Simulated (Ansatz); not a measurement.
**AlAs: response to strain**

Consider AlAs in the wurtzite structure (space group P6_3mc, No. 186; a = 4.0035 Å, c = 6.5808 Å; a model cell, its experimental status unchecked).

Strains are applied to the cell and any free atomic positions relax.

Method: PBEsol (Ansatz, a program for electronic structure; PAW; 420 eV plane waves; no SOC).

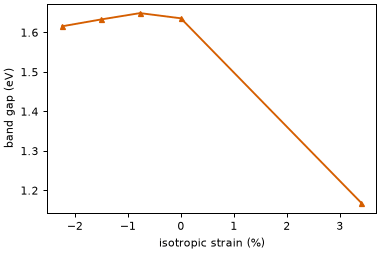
*Band gap against isotropic strain*

```csv
isotropic strain (%),band gap
-2.24,1.62 eV
-1.5,1.63 eV
-0.77,1.65 eV
3.41,1.17 eV
```

Stability against distortions was not tested. This is not the structure that AlAs has at room temperature and ambient pressure.
